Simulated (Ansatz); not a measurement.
Consider CH5OSi (SMILES C[SiH-]O) (charge −1).

Input file:

```
crystal:
  periodic: [false, false, false]
  atoms:
    - { symbol: C, position_ang: [-0.58103, 0.81958, -0.48634] }
    - { symbol: Si, position_ang: [0.8817, -0.39406, -0.27911] }
    - { symbol: O, position_ang: [2.12308, 0.5424, -1.08447] }
    - { symbol: H, position_ang: [-1.28534, 0.46186, -1.24265] }
    - { symbol: H, position_ang: [-0.19543, 1.78085, -0.84509] }
    - { symbol: H, position_ang: [-1.15965, 1.01514, 0.42558] }
    - { symbol: H, position_ang: [0.55309, -1.38837, -1.40856] }
    - { symbol: H, position_ang: [2.88766, -0.00337, -1.23899] }
total_charge: -1
basis:
  gaussian: { orbitals: def2-SVP }
hamiltonian:
  xc: { name: BHLYP }
relax:
  f_tol: 0.015
  max_steps: 40
output:
  orbitals: {}
```

Launched as:

```sh
ansatz run input.yaml --threads 1 --pin off --max-ram 2048MiB --backend cpu --events-out ev --progress --plain --runs-dir out
```

The fields are those of the relaxed geometry.

The highest occupied orbital lies above zero, a sign that basis and functional describe the outermost electron poorly.

Level of theory: Ansatz 0.2.0, RKS BHLYP/def2-SVP.

Question: What will maps of the electron density and electron localisation function show?

Answer: C–Si (1.96 Å): the density is about 0.83 e/Å³ at the midpoint; the ELF peaks at about 1 between the atoms: a covalent bond.
C–H (1.10 Å): ρ at the midpoint is about 1.8 e/Å³; the ELF climbs to about 1 towards the hydrogen, as it does in any bond to H; a covalent bond by its length.

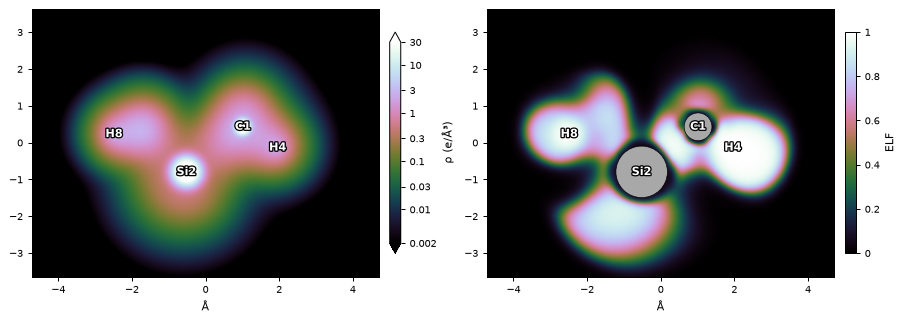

Computed electron density and electron localisation function on the plane of atoms Si2, C1 and H4, in this order. Grey discs cover the atomic cores in the ELF map. 
